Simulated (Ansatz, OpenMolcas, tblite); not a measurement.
C2H2O (SMILES C#CO): methods side by side

C2H2O: 5 atoms, total charge 0, spin state singlet. SMILES: `C#CO`. Geometry: relaxed at PBE0-D4/def2-TZVP.

Each level gives the atomisation enthalpy at 298 K (kJ/mol). The values are calculated. The thermal term (zero-point and 298 K enthalpy, harmonic and unscaled) is that of PBE0-D4/def2-TZVP; the spin-orbit lowering of the free atoms at 298 K, 0.4 kJ/mol by their spectra, is taken off.

**What was measured.** Active Thermochemical Tables gives the atomisation enthalpy at 298 K of the gas as 2026 kJ/mol.

```tsv
level	kind	program	value (kJ/mol)	computed − measured	CPU time (all runs)
GFN1-xTB	semi-empirical	tblite	2745	+719	under 2 s
HF/cc-pVTZ	Hartree–Fock	OpenMolcas	1335	-691	23 s
SVWN5/cc-pVTZ	LDA	OpenMolcas	2409	+383	41 s
PBE/cc-pVTZ	GGA	OpenMolcas	2110	+84	53 s
TPSS/cc-pVTZ	meta-GGA	OpenMolcas	2016	-10	72 s
r2SCAN/cc-pVTZ	meta-GGA	OpenMolcas	2025	-1	82 s
M06-2X/cc-pVTZ	hybrid meta-GGA	OpenMolcas	2031	+5	66 s
CAM-B3LYP/cc-pVTZ	range-separated hybrid	Ansatz	2022	-4	7.4 s
MP2/cc-pVTZ	perturbation theory	Ansatz	2029	+3	3.5 s
CCSD(T)/cc-pVTZ	coupled cluster or CI	Ansatz	1952	-74	31 s
```

Nearest: r2SCAN/cc-pVTZ (-1 kJ/mol); farthest: GFN1-xTB (+719 kJ/mol). Computed less measured by kind, in kJ/mol (cc-pVTZ rows): semi-empirical +719; Hartree–Fock -691; LDA +383; GGA +84; meta-GGA -10 to -1; global hybrid +5; range-separated hybrid -4; perturbation theory +3; coupled cluster or CI -74. In a finite basis correlated wave-function methods underbind, so their errors here aren't those of the basis-set limit. CPU times are rough (shared hosts, several kinds of processor): they show what a rung costs within a factor of a few.

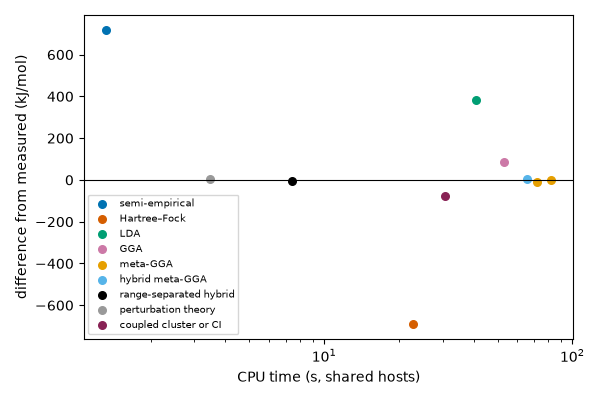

Difference from the measured value against processor time, one point a level.
